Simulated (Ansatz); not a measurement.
**Br- + HBr (HBr2−): an exchange reaction of three atoms**

How does the energy of Br- + HBr (the system Br + BrH), charge −1 change over two coordinates at once? A grid of runs gives the map.

The runs use Ansatz 0.2.0; RKS PBE0-D4/def2-SVPD.

## (1) The part Br− alone

input.yaml

```yaml
crystal:
  periodic: [false, false, false]
  atoms:
    - { symbol: Br, position_ang: [0.0, 0.0, 0.0] }
total_charge: -1
basis:
  gaussian: { orbitals: def2-SVPD }
hamiltonian:
  xc: pbe0
```

Started as:

```sh
ansatz run input.yaml --threads 1 --pin off --max-ram 2560MiB --backend cpu --events-out ev --progress --plain --runs-dir out
```

The log of the run:

```text
Warning: RAYON_NUM_THREADS=1 ignored (pool sized by the plan → 1); use --threads N
Engine: ansatz 0.2.0, aarch64-unknown-linux-gnu
Functional definition: PBE0
  parameter a = 0.25
  parameter kappa = 0.804
  parameter beta = 0.06672455060314922
  exchange = (1 - a)*pbe_x(kappa = kappa, mu = beta*pi^2/3) + a*exact_x
  correlation = pbe_c(beta = beta)
276 factors; integrals over basis functions are off by at most 5.7e-5 eV
mean field evaluation 1: about -70030.5164 eV, gradient 2.9e1 eV
mean field evaluation 2: about -70030.5257 eV, gradient 3.2e1 eV
mean field evaluation 4: about -70032.1093 eV, gradient 1.9e-1 eV
mean field evaluation 8: about -70032.1111 eV, gradient 3.2e-4 eV
mean field -70032.11113746 eV, -2573.6326148317 hartree, gradient 9.8e-6 eV, S^2 0.000000; 0 other end points of the search recorded, 0 dependent functions left out
reference -70032.11115424 eV, -2573.6326154484 hartree; 18, 18 occupied and 23, 23 virtual orbitals, 276 factors
Total energy: -70032.11115424 eV, -2573.6326154484 hartree
```

Run time: 0.3 s. Hardware: 1 thread of Arm Neoverse V2, shared host; peak memory 0.069 GiB.

## (2) Reference: HBr by itself

input.yaml

```yaml
crystal:
  periodic: [false, false, false]
  atoms:
    - { symbol: H, position_ang: [0.0, 0.0, 0.0] }
    - { symbol: Br, position_ang: [1.51, 0.0, 0.0] }
basis:
  gaussian: { orbitals: def2-SVPD }
hamiltonian:
  xc: pbe0
  dispersion: d4
output:
  forces: true
relax:
  f_tol: 0.003
  max_steps: 120
```

Started as:

```sh
ansatz run input.yaml --threads 1 --pin off --max-ram 2560MiB --backend cpu --events-out ev --progress --plain --runs-dir out
```

The log of the run, shortened:

```text
Warning: RAYON_NUM_THREADS=1 ignored (pool sized by the plan → 1); use --threads N
[...]
[... 1 set-up line as earlier in the session ...]
[...]
498 factors; integrals over basis functions are off by at most 5.8e-4 eV
[...]
mean field -70046.09452384 eV, -2574.1464948028 hartree, gradient 2.0e-5 eV, S^2 0.000000; 0 other end points of the search recorded, 0 dependent functions left out
[...]
reference -70046.09455717 eV, -2574.1464960277 hartree; 18, 18 occupied and 31, 31 virtual orbitals, 498 factors
relax step   1: F+E_penalty+E_count = -70046.10007212 eV  Δ(F+E_penalty+E_count) = +0.000e0 eV  max|allowed force component| = 1.838e0 eV/Å  Δτ_max = 0.0000 Å  (22 SCF iters, accepted)
[...]
relax step   4: F+E_penalty+E_count = -70046.18523746 eV  Δ(F+E_penalty+E_count) = +6.981e-7 eV  max|allowed force component| = 7.317e-3 eV/Å  Δτ_max = 0.0002 Å  (17 SCF iters, rejected (line search))
[...]
relax step   5: F+E_penalty+E_count = -70046.18523848 eV  Δ(F+E_penalty+E_count) = -3.194e-7 eV  max|allowed force component| = 6.418e-6 eV/Å  Δτ_max = 0.0001 Å  (16 SCF iters, accepted)
498 factors; integrals over basis functions are off by at most 5.6e-4 eV
mean field -70046.17971811 eV, -2574.1496256348 hartree, gradient 2.9e-6 eV, S^2 0.000000; 1 other end points of the search recorded, 0 dependent functions left out
[...]
reference -70046.17975167 eV, -2574.1496268678 hartree; 18, 18 occupied and 31, 31 virtual orbitals, 498 factors
Total energy: -70046.18527203 eV, -2574.1498297375 hartree
Atom 0 at     0.043150     0.000000    -0.000000 Å, force     0.000006     0.000000     0.000000 eV/Å
Atom 1 at     1.466850    -0.000000     0.000000 Å, force    -0.000006    -0.000000    -0.000000 eV/Å
Dipole moment:    -0.185130     0.000000    -0.000000 e Å
```

Wall time 3.4 s (1 thread of Arm Neoverse V2, shared host); peak memory 0.09 GiB.

Relaxation path:

```csv
step,energy from step 1 (eV),largest force component (eV/Å)
1,0.0000,1.8378
2,-0.0851,0.0747
3,-0.0852,0.0041
4,-0.0852,0.0073
5,-0.0852,0.0000
```

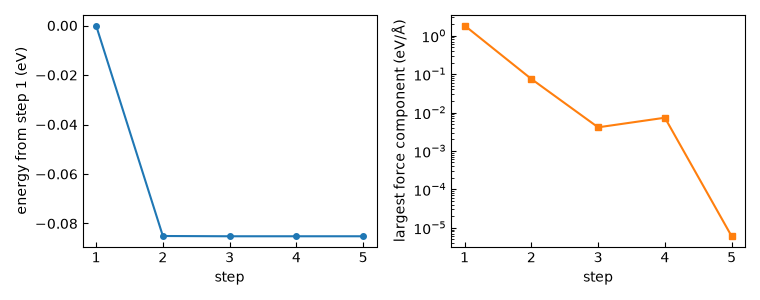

Energy and force, step by step.

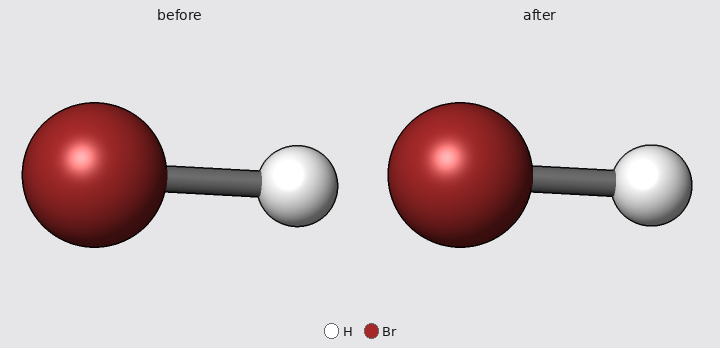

The geometry before (left) and after (right).

The bond:

```csv
bond,before (Å),after (Å),change (Å)
H1–Br2,1.510,1.424,-0.086
```

## (3) Setting up the map

First coordinate, distance Br1–H2: 17 values from 1.208 to 3.608 Å. Second coordinate, distance H2–Br3: 17 values from 1.208 to 3.608 Å.

Nothing else is relaxed (the angle Br1–H2–Br3 is fixed at 180 degrees). Energies count from Br with charge -1 far from the relaxed HBr (each part in its own basis).

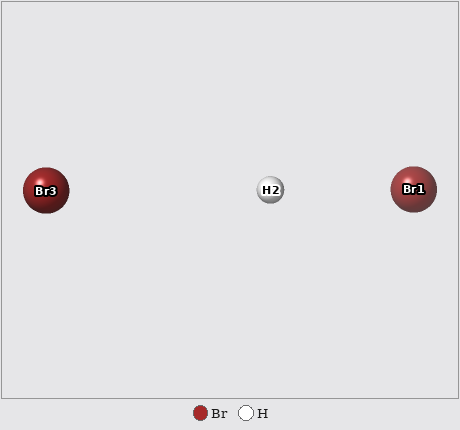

The geometry at distance Br1–H2 = 2.183 Å, distance H2–Br3 = 3.415 Å.

Of the runs on the grid, 3 are shown in the steps below; the others differ only in the two coordinates.

## (4) Grid point distance Br1–H2 = 2.183 Å, distance H2–Br3 = 3.415 Å

input.yaml

```yaml
crystal:
  periodic: [false, false, false]
  atoms:
    - { symbol: Br, position_ang: [-2.183, 0.0, 0.0] }
    - { symbol: H, position_ang: [0.0, 0.0, 0.0] }
    - { symbol: Br, position_ang: [3.415, 0.0, 0.0] }
total_charge: -1
basis:
  gaussian: { orbitals: def2-SVPD }
hamiltonian:
  xc: pbe0
  dispersion: d4
output:
  forces: true
```

Started as:

```sh
ansatz run input.yaml --threads 1 --pin off --max-ram 2560MiB --backend cpu --events-out ev --progress --plain --runs-dir out
```

The log of the run, shortened:

```text
Warning: RAYON_NUM_THREADS=1 ignored (pool sized by the plan → 1); use --threads N
[...]
[... 1 set-up line as earlier in the session ...]
[...]
865 factors; integrals over basis functions are off by at most 7.8e-4 eV
[...]
mean field -140076.52750165 eV, -5147.7174384050 hartree, gradient 5.7e-5 eV, S^2 0.000000; 0 other end points of the search recorded, 0 dependent functions left out
[...]
reference -140076.52753364 eV, -5147.7174395809 hartree; 36, 36 occupied and 54, 54 virtual orbitals, 865 factors
Total energy: -140076.54767745 eV, -5147.7181798520 hartree
Atom 0 at    -2.183000     0.000000     0.000000 Å, force     2.896302     0.000000     0.000000 eV/Å
Atom 1 at     0.000000     0.000000     0.000000 Å, force    -2.289207    -0.000000    -0.000000 eV/Å
Atom 2 at     3.415000     0.000000     0.000000 Å, force    -0.607095     0.000000     0.000000 eV/Å
Dipole moment:    -1.178086     0.000000    -0.000000 e Å
```

Run time: 2.2 s. Hardware: 1 thread of Arm Neoverse V2, shared host; peak memory 0.17 GiB.

On the map this point reads 1.75 eV.

## (5) Grid point distance Br1–H2 = 3.415 Å, distance H2–Br3 = 3.415 Å

input.yaml, as its differences from that of step 4:

```diff
@@ -3,3 +3,3 @@
   atoms:
-    - { symbol: Br, position_ang: [-2.183, 0.0, 0.0] }
+    - { symbol: Br, position_ang: [-3.415, 0.0, 0.0] }
     - { symbol: H, position_ang: [0.0, 0.0, 0.0] }
```

Started as:

```sh
ansatz run input.yaml --threads 1 --pin off --max-ram 2560MiB --backend cpu --events-out ev --progress --plain --runs-dir out
```

The log of the run, shortened:

```text
Warning: RAYON_NUM_THREADS=1 ignored (pool sized by the plan → 1); use --threads N
[...]
[... 1 set-up line as earlier in the session ...]
[...]
865 factors; integrals over basis functions are off by at most 6.3e-4 eV
[...]
mean field -140074.51942003 eV, -5147.6436427667 hartree, gradient 3.4e-6 eV, S^2 0.000000; 1 other end points of the search recorded, 0 dependent functions left out
[...]
reference -140074.51945321 eV, -5147.6436439859 hartree; 36, 36 occupied and 54, 54 virtual orbitals, 865 factors
Total energy: -140074.53445220 eV, -5147.6441951887 hartree
Atom 0 at    -3.415000     0.000000     0.000000 Å, force     0.756157    -0.000000    -0.000000 eV/Å
Atom 1 at     0.000000     0.000000     0.000000 Å, force    -0.000000     0.000000     0.000000 eV/Å
Atom 2 at     3.415000     0.000000     0.000000 Å, force    -0.756157    -0.000000    -0.000000 eV/Å
Dipole moment:    -0.000000     0.000000     0.000000 e Å
```

It took 2.3 s on 1 thread of Arm Neoverse V2, shared host; peak memory 0.16 GiB.

Energy on the map's scale: 3.76 eV.

## (6) Grid point distance Br1–H2 = 1.737 Å, distance H2–Br3 = 1.737 Å

input.yaml

```yaml
crystal:
  periodic: [false, false, false]
  atoms:
    - { symbol: Br, position_ang: [-1.737, 0.0, 0.0] }
    - { symbol: H, position_ang: [0.0, 0.0, 0.0] }
    - { symbol: Br, position_ang: [1.737, 0.0, 0.0] }
total_charge: -1
basis:
  gaussian: { orbitals: def2-SVPD }
hamiltonian:
  xc: pbe0
  dispersion: d4
output:
  forces: true
```

Started as:

```sh
ansatz run input.yaml --threads 1 --pin off --max-ram 2560MiB --backend cpu --events-out ev --progress --plain --runs-dir out
```

The log of the run, shortened:

```text
Warning: RAYON_NUM_THREADS=1 ignored (pool sized by the plan → 1); use --threads N
[...]
[... 1 set-up line as earlier in the session ...]
[...]
865 factors; integrals over basis functions are off by at most 1.2e-3 eV
[...]
mean field -140079.34235890 eV, -5147.8208825011 hartree, gradient 4.6e-5 eV, S^2 0.000000; 0 other end points of the search recorded, 0 dependent functions left out
[...]
reference -140079.34238505 eV, -5147.8208834620 hartree; 36, 36 occupied and 54, 54 virtual orbitals, 865 factors
Total energy: -140079.38354678 eV, -5147.8223961278 hartree
Atom 0 at    -1.737000     0.000000     0.000000 Å, force     0.276244     0.000000     0.000000 eV/Å
Atom 1 at     0.000000     0.000000     0.000000 Å, force    -0.000000     0.000000    -0.000000 eV/Å
Atom 2 at     1.737000     0.000000     0.000000 Å, force    -0.276244     0.000000    -0.000000 eV/Å
Dipole moment:     0.000000     0.000000     0.000000 e Å
```

Wall time 2.2 s (1 thread of Arm Neoverse V2, shared host); peak memory 0.17 GiB.

Energy on the map's scale: −1.09 eV.

## (7) All points together

153 points were computed, 136 more follow by symmetry. Energies in eV, from Br with charge -1 far from the relaxed HBr (each part in its own basis); the table lists every other line.

| distance H2–Br3 (Å) ↓, distance Br1–H2 (Å) → | 1.208 | 1.369 | 1.604 | 1.879 | 2.183 | 2.511 | 2.859 | 3.226 | 3.608 |
| --- | --- | --- | --- | --- | --- | --- | --- | --- | --- |
| 3.608 | 0.60 | −0.29 | −0.08 | 0.85 | 1.85 | 2.68 | 3.29 | 3.73 | 4.02 |
| 3.226 | 0.52 | −0.39 | −0.21 | 0.66 | 1.62 | 2.42 | 3.02 | 3.44 | 3.73 |
| 2.859 | 0.43 | −0.51 | −0.40 | 0.40 | 1.29 | 2.04 | 2.61 | 3.02 | 3.29 |
| 2.511 | 0.36 | −0.64 | −0.63 | 0.04 | 0.84 | 1.52 | 2.04 | 2.42 | 2.68 |
| 2.183 | 0.40 | −0.71 | −0.89 | −0.39 | 0.26 | 0.84 | 1.29 | 1.62 | 1.85 |
| 1.879 | 0.74 | −0.60 | −1.07 | −0.83 | −0.39 | 0.04 | 0.40 | 0.66 | 0.85 |
| 1.604 | 1.73 | −0.01 | −0.92 | −1.07 | −0.89 | −0.63 | −0.40 | −0.21 | −0.08 |
| 1.369 | 3.84 | 1.53 | −0.01 | −0.60 | −0.71 | −0.64 | −0.51 | −0.39 | −0.29 |
| 1.208 | 6.73 | 3.84 | 1.73 | 0.74 | 0.40 | 0.36 | 0.43 | 0.52 | 0.60 |

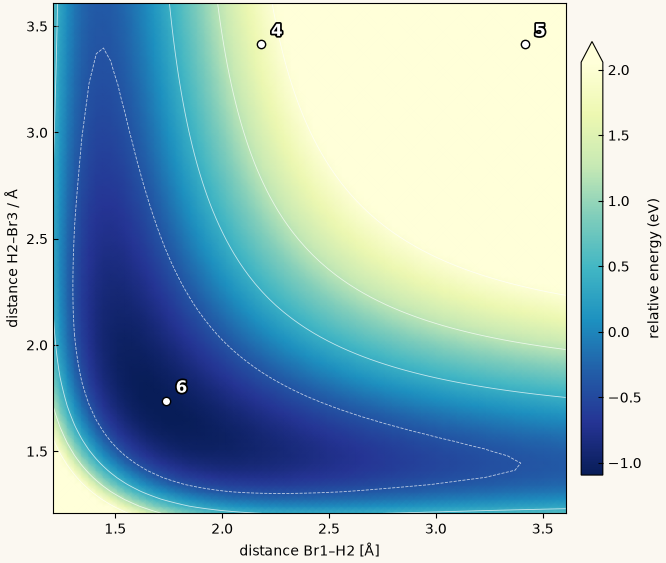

The map; numbers mark the steps of this session that print a point's run. In the figure: a smooth colour map, one colour for all values above the top of the scale. Between grid points the surface is interpolated.

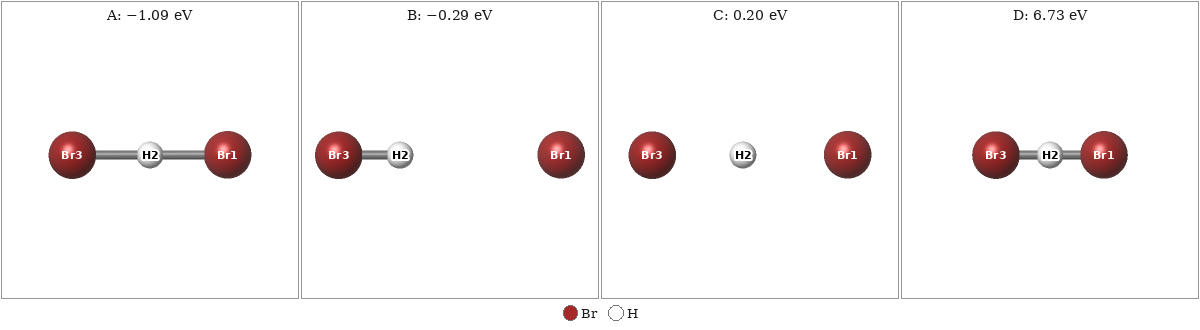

Structures on the grid, at one scale: A at distance Br1–H2 = 1.737 Å, distance H2–Br3 = 1.737 Å; B at distance Br1–H2 = 3.608 Å, distance H2–Br3 = 1.369 Å; C at distance Br1–H2 = 2.344 Å, distance H2–Br3 = 2.027 Å; D at distance Br1–H2 = 1.208 Å, distance H2–Br3 = 1.208 Å.

The largest force on an atom (eV/Å) at each point:

| distance H2–Br3 (Å) ↓, distance Br1–H2 (Å) → | 1.208 | 1.369 | 1.604 | 1.879 | 2.183 | 2.511 | 2.859 | 3.226 | 3.608 |
| --- | --- | --- | --- | --- | --- | --- | --- | --- | --- |
| 3.608 | 10.3 | 2.1 | 2.7 | 3.6 | 2.9 | 2.1 | 1.5 | 1.0 | 0.6 |
| 3.226 | 10.5 | 2.3 | 2.5 | 3.4 | 2.8 | 2.1 | 1.4 | 0.9 | 1.0 |
| 2.859 | 10.7 | 2.6 | 2.2 | 3.1 | 2.7 | 1.9 | 1.4 | 1.4 | 1.5 |
| 2.511 | 10.9 | 3.0 | 1.8 | 2.7 | 2.4 | 1.8 | 1.9 | 2.1 | 2.1 |
| 2.183 | 11.5 | 3.5 | 1.1 | 2.2 | 2.0 | 2.4 | 2.7 | 2.8 | 2.9 |
| 1.879 | 12.9 | 4.8 | 0.3 | 1.4 | 2.2 | 2.7 | 3.1 | 3.4 | 3.6 |
| 1.604 | 15.6 | 7.0 | 1.7 | 0.3 | 1.1 | 1.8 | 2.2 | 2.5 | 2.7 |
| 1.369 | 19.7 | 10.2 | 7.0 | 4.8 | 3.5 | 3.0 | 2.6 | 2.3 | 2.1 |
| 1.208 | 23.8 | 19.7 | 15.6 | 12.9 | 11.5 | 10.9 | 10.7 | 10.5 | 10.3 |

## (8) Summary of results

| quantity | value |
| --- | --- |
| lowest point | distance Br1–H2 = 1.737 Å, distance H2–Br3 = 1.737 Å, −1.09 eV |
| highest computed point | distance Br1–H2 = 1.208 Å, distance H2–Br3 = 1.208 Å, 7.82 eV above the lowest |
| largest force on an atom (eV/Å) | 0.3 at distance Br1–H2 = 1.737 Å, distance H2–Br3 = 1.737 Å to 23.8 at distance Br1–H2 = 1.208 Å, distance H2–Br3 = 1.208 Å; 0.3 at the lowest point |
| time for the whole task | 8.6 min on 1 thread, shared host |

**Reading.** The lowest computed point is at distance Br1–H2 = 1.737 Å, distance H2–Br3 = 1.737 Å, −1.09 eV from Br with charge -1 far from the relaxed HBr (each part in its own basis). It is the only kind of minimum in the scanned range. The highest computed point, distance Br1–H2 = 1.208 Å, distance H2–Br3 = 1.208 Å, lies 7.82 eV above the lowest. Round the minimum the valley is strongly tilted: raising distance Br1–H2 shifts the best value of distance H2–Br3 downwards (coupling k₁₂/√(k₁₁k₂₂) about 0.8). The reference is spin-restricted, so regions with a bond pulled apart lie too high.
